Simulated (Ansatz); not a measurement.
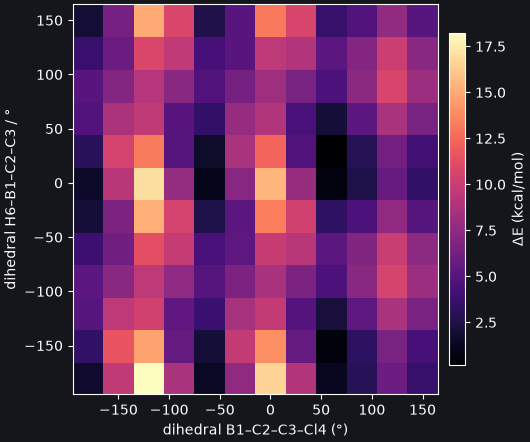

Energy landscape of C₂H₅BBrCl, SMILES BCC(Cl)Br. First axis: dihedral B1–C2–C3–Cl4. Second axis: dihedral H6–B1–C2–C3. Nothing is relaxed (all other coordinates rigid). The scan uses a 12 × 12 grid. Points are written as (first, second). Energies are in kcal/mol, from the relaxed molecule at the same level. Energies and slopes of some neighbouring points disagree (a jump in structure or state, or too coarse a mesh). Theory: RHF/def2-SVP in Ansatz 0.2.0.

In the figure: one coloured cell a grid point. 

Where are the lowest and the highest points?

The lowest grid point is at (60°, 30°), 0.18 kcal/mol from the relaxed molecule at the same level. Other grid points that lie below all their neighbours: (60°, −150°) (0.47 kcal/mol higher); (−60°, 0°) (0.9 kcal/mol higher); (−60°, −180°) (1.2 kcal/mol higher). The highest grid point, (−120°, −180°), lies 18.0 kcal/mol above the lowest.

Grid values (kcal/mol):

```csv
"dihedral H6–B1–C2–C3 ↓, dihedral B1–C2–C3–Cl4 →",−180,−150,−120,−90,−60,−30,0,30,60,90,120,150
150,1.9,6.4,15.0,10.8,2.6,5.1,13.2,10.7,3.6,4.7,7.6,5.0
120,3.7,5.9,10.8,9.6,4.3,5.1,9.5,9.0,5.2,7.0,10.0,7.3
90,5.1,7.0,9.2,7.2,4.7,6.4,8.2,6.5,4.5,7.4,10.7,8.1
60,4.7,8.8,9.7,5.1,3.4,7.8,9.0,4.5,2.1,5.2,8.7,6.5
30,3.0,10.5,13.2,4.9,1.6,8.7,12.4,4.7,0.2,2.9,6.2,4.1
0,1.6,9.3,17.0,7.8,1.0,7.2,15.4,7.9,0.7,2.5,5.7,3.4
−30,2.0,6.7,15.1,10.5,2.5,5.2,13.3,10.4,3.3,4.5,7.5,5.0
−60,3.9,6.1,11.3,9.8,4.4,5.3,9.9,9.3,5.2,6.9,10.0,7.4
−90,5.2,7.3,9.5,7.5,4.9,6.7,8.6,6.7,4.5,7.2,10.5,8.1
−120,5.0,9.5,10.3,5.4,3.8,8.6,9.7,4.9,2.2,5.3,8.7,6.5
−150,3.4,11.6,14.8,5.6,2.1,9.7,14.0,5.6,0.7,3.2,6.5,4.3
−180,1.7,9.7,18.2,8.7,1.4,7.6,16.6,9.0,1.3,2.9,6.0,3.6
```

Each point was launched as `ansatz run input.yaml --threads 1 --pin off --max-ram 2560MiB --backend cpu --events-out ev --progress --plain --runs-dir out`. Time for the 144 points that were run: 10 min on 1 thread of Arm Neoverse V1 (shared host).
